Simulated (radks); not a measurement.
## Te²⁻: atomic calculation

The tellurium ion Te²⁻ in the configuration [Xe]. A Watson sphere of charge 2 and radius 4.71 bohr holds the anion. Computed at this level: scalar-relativistic Kohn-Sham, PBEsol, spin-polarised, spherical densities, finite nucleus (the in-house radial solver radks).

Results in brief:

```tsv
quantity	value
outcome	converged
total energy (with the Watson sphere's term)	−6814.2157 hartree
kinetic energy	7114.8469 hartree
electron–nucleus energy (with the Watson sphere's term)	−16482.5796 hartree
Hartree energy	2726.5441 hartree
exchange–correlation energy	−173.027050 hartree
radius at density 0.001 e/bohr³	5.43 bohr
SCF iterations	14
hardware	1 CPU thread, shared host
```

Remarks:

The sphere shifts the levels inside it by its charge over its radius, about 12 eV.

Input file:
```
Z 52
configuration [Xe]
relativity scalar-relativistic
functional pbe_sol,pbe_sol
spin polarised
nucleus finite rms 4.7423 fm
c 137.035999084
watson charge 2 radius 4.71 bohr
response adiabatic LDA kernel
```

Energies in input and log are in hartree, lengths in bohr (the nuclear radius in fm).

Log:
```
1s      1   1.0000       -1161.55692010
2s      1   1.0000        -178.03489062
2p      1   3.0000        -159.84244257
3s      1   1.0000         -35.32365718
3p      1   3.0000         -29.40965148
3d      1   5.0000         -20.45879050
4s      1   1.0000          -5.91140707
4p      1   3.0000          -4.07758070
4d      1   5.0000          -1.40826176
5s      1   1.0000          -0.45981067
5p      1   3.0000          -0.15768556
1s      2   1.0000       -1161.55692010
2s      2   1.0000        -178.03489062
2p      2   3.0000        -159.84244257
3s      2   1.0000         -35.32365718
3p      2   3.0000         -29.40965148
3d      2   5.0000         -20.45879050
4s      2   1.0000          -5.91140707
4p      2   3.0000          -4.07758070
4d      2   5.0000          -1.40826176
5s      2   1.0000          -0.45981067
5p      2   3.0000          -0.15768556
Etot -6814.215675301824
Ekin 7114.846868437934
Encl -16482.57955357588
Eh 2726.5440593632466
Exc -173.0270495271234
err 8.532018225538253e-09
it 14
```

Orbitals:

```csv
orbital,occupation,energy (eV),⟨r⟩ (bohr),outer maximum (bohr)
1s up,1,−31607.6,0.02782,0.0179
1s down,1,−31607.6,0.02782,0.0179
2s up,1,−4844.6,0.1199,0.101
2s down,1,−4844.6,0.1199,0.101
2p up,3,−4349.5,0.1048,0.0812
2p down,3,−4349.5,0.1048,0.0812
3s up,1,−961.206,0.3223,0.293
3s down,1,−961.206,0.3223,0.293
3p up,3,−800.277,0.3204,0.286
3p down,3,−800.277,0.3204,0.286
3d up,5,−556.712,0.2969,0.238
3d down,5,−556.712,0.2969,0.238
4s up,1,−160.858,0.7647,0.701
4s down,1,−160.858,0.7647,0.701
4p up,3,−110.957,0.8213,0.738
4p down,3,−110.957,0.8213,0.738
4d up,5,−38.321,0.9734,0.811
4d down,5,−38.321,0.9734,0.811
5s up,1,−12.512,2.170,1.81
5s down,1,−12.512,2.170,1.81
5p up,3,−4.291,3.106,2.29
5p down,3,−4.291,3.106,2.29
```

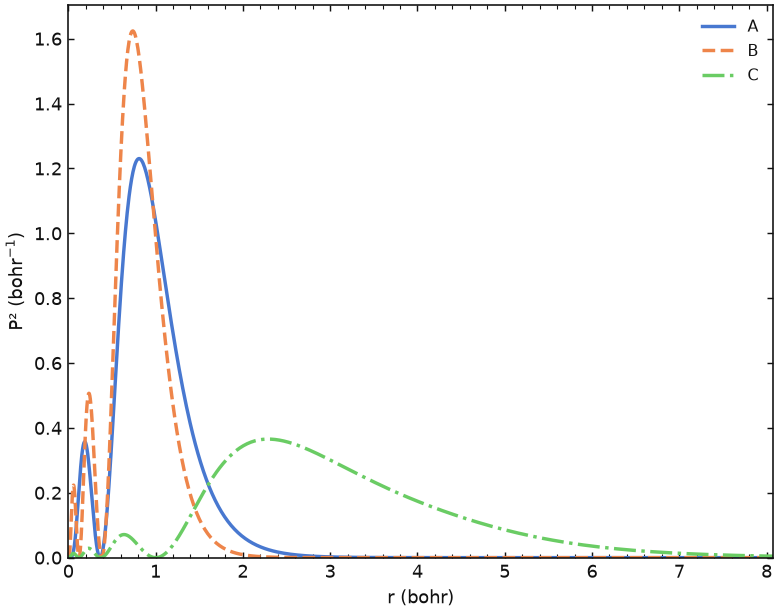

*The radial probability densities P² of 5p, 4d and 4p.*

A is 4d; B is 4p; C is 5p. 4p: outer maximum at 0.738 bohr, ⟨r⟩ = 0.821 bohr, 2 nodes, eigenvalue −111.0 eV; 4d: outer maximum at 0.811 bohr, ⟨r⟩ = 0.973 bohr, 1 node, eigenvalue −38.3 eV; 5p: outer maximum at 2.29 bohr, ⟨r⟩ = 3.11 bohr, 3 nodes, eigenvalue −4.29 eV.

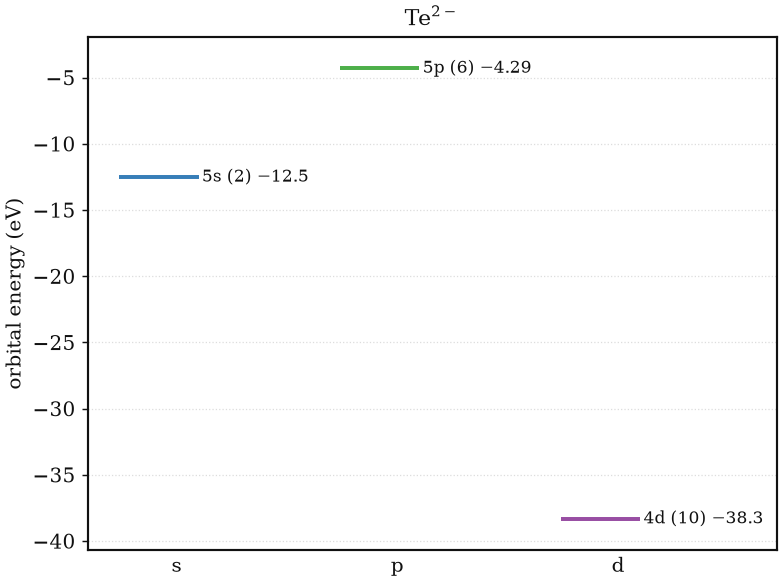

*The outer levels are drawn (occupations in brackets).*

The highest occupied level is 5p at −4.29 eV. From the top down the occupied levels run 5p (−4.29 eV), 5s (−12.5 eV), 4d (−38.3 eV).
